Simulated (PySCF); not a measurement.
# C$_{5}$H$_{5}$NO (SMILES Oc1ccncc1): what the fields show

```xyz
12

O    -0.9352   -1.5105    1.4538
C    -0.3645   -0.6110    0.5822
C    -0.4336   -0.8128   -0.7920
C     0.2137    0.0917   -1.6180
N     0.8898    1.1355   -1.1719
C     0.9549    1.3198    0.1348
C     0.3488    0.4837    1.0583
H    -1.8403   -1.2607    1.6617
H    -0.9721   -1.6575   -1.1921
H     0.1888   -0.0243   -2.6935
H     1.5214    2.1834    0.4574
H     0.4282    0.6626    2.1191
```

Geometry: GFN2-xTB.

These are results of PBE0/pcSseg-1, SCF density, in a acetonitrile solvent model, non-relativistic (PySCF 2.14.0), not measurements.

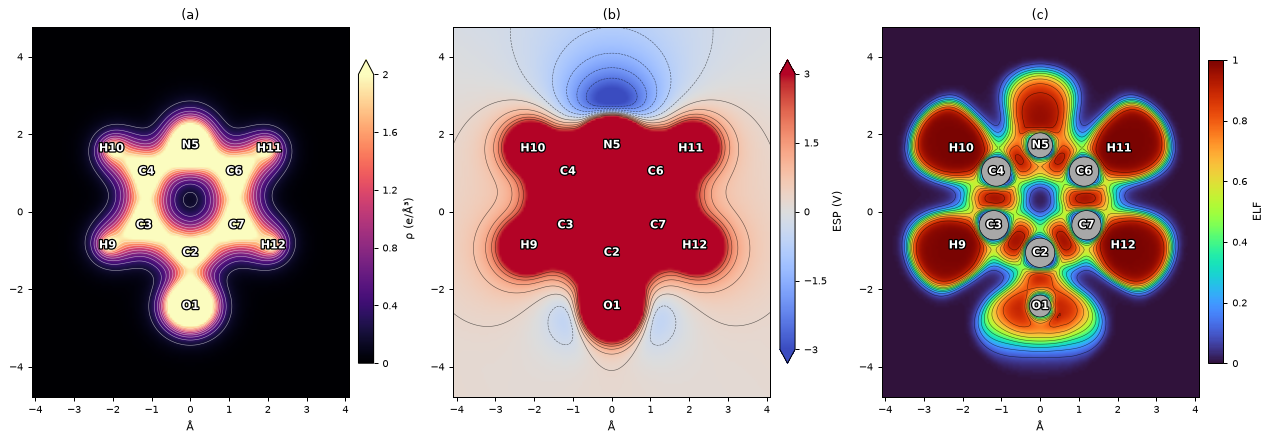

Figure 1. (a) total electron density; (b) molecular electrostatic potential; (c) ELF on the plane of atoms N5, C6 and C7. Grey discs cover the atomic cores in the ELF map.

Q: Describe what can be read from this map.

A: The section cuts through O, C, N and H sites. C–N (1.32 Å): ρ is about 2.5 e/Å³ halfway; the ELF peaks at about 0.95 between the atoms: a covalent bond. C–O (1.38 Å): the density is about 2.2 e/Å³ at the midpoint, with its minimum of 1.9 e/Å³ about 0.5 Å from C; the ELF peaks at about 0.90 between the atoms (a polar covalent bond). C–C (1.39 Å): the density is about 2.1 e/Å³ at the midpoint; the ELF peaks at about 0.95 between the atoms, as expected for a covalent bond. C–H (1.08 Å): the density is about 2 e/Å³ at the midpoint; the ELF climbs to about 1 towards the hydrogen, as it does in any bond to H; an ordinary covalent bond to hydrogen. The ELF also peaks beside O1 and N5, away from the bonds: lone-pair regions. Outside the dense part of the molecule the potential is most negative (−3.3 V) near N5.

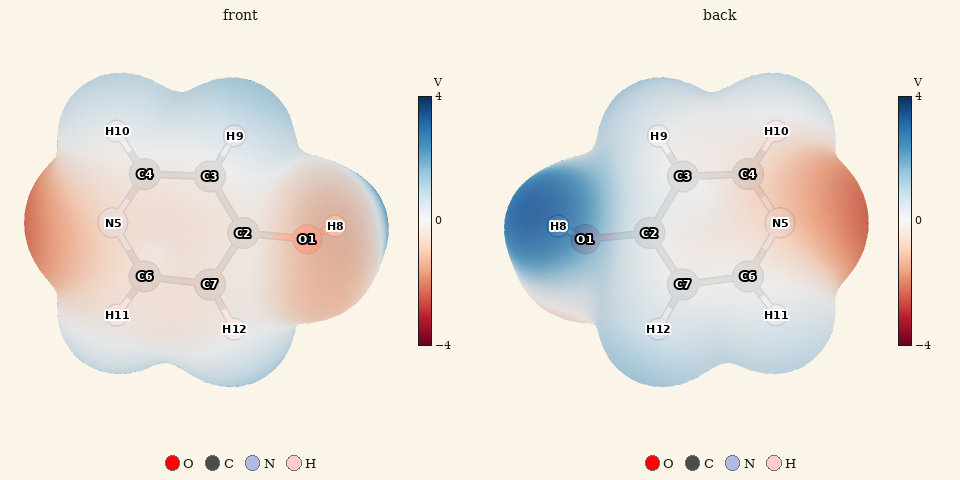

Figure 2. The electrostatic potential painted on the density surface at 0.002 e/bohr³, seen from the front and from behind; the colour scale runs from red (negative) to blue (positive).

Q: Which sites attract a positive test charge, and which a negative one?

A: A positive charge is drawn to the negative regions and a negative charge to the positive ones. The most negative region (about −2.2 V) lies over N5, the most positive (about +3.2 V) over H8. N5 is the likeliest acceptor of a hydrogen bond.

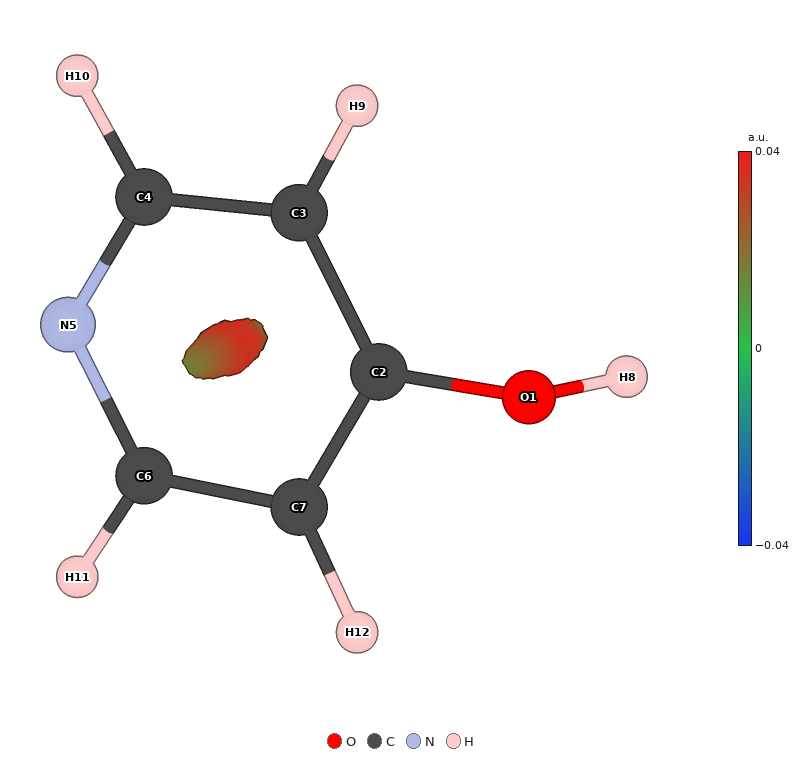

Figure 3. Non-covalent interaction (NCI) plot: the surface where the reduced density gradient is 0.6, for densities under 0.05 a.u., coloured by sign(λ₂)ρ; seen at a tilt.

Q: Identify the weak interactions.

A: Inside the ring or cage of C2, C3, C4, N5, C6 and C7: steric crowding (red).
